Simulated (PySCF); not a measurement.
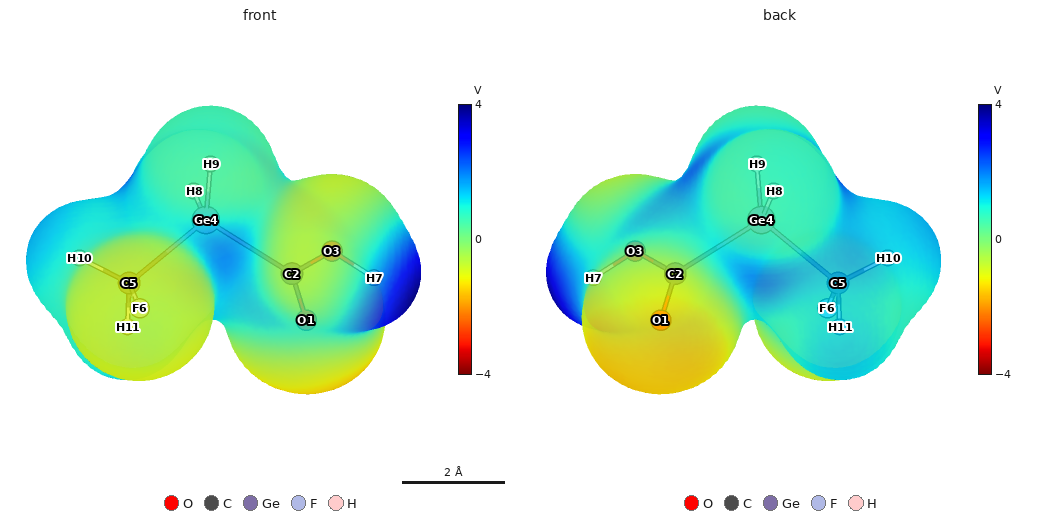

C2H5FGeO2 (SMILES O=[C](O)[GeH2][CH2]F). The molecular electrostatic potential painted on the density surface at 0.004 e/bohr³, seen from the front and from behind; red is negative and blue positive.

Geometry: GFN2-xTB.

Level of theory: wB97X-D/def2-SVPD, SCF density, gas phase (PySCF 2.14.0).

```
atom    x (Å)    y (Å)    z (Å)
   O   1.7085  -0.8359  -1.3288
   C   1.4508  -0.1227  -0.4012
   O   2.2858   0.1132   0.6053
  Ge  -0.2603   0.8498  -0.1070
   C  -1.7075  -0.5048   0.1094
   F  -1.4117  -1.2700   1.2169
   H   3.1206  -0.3807   0.5081
   H  -0.5956   1.7097  -1.2935
   H  -0.1322   1.6918   1.1271
   H  -2.6909  -0.0614   0.2817
   H  -1.7620  -1.1863  -0.7440
```

Where is the surface potential most negative and most positive?

Answer. The most negative region (about −1.6 V, or −37 kcal/mol for a unit charge) lies over O1, the most positive (about +3.7 V, or +85 kcal/mol for a unit charge) over H7. O1 is the likeliest acceptor of a hydrogen bond.

What dipole moment does the calculation give?

Answer. Its dipole moment is 1.63 D.
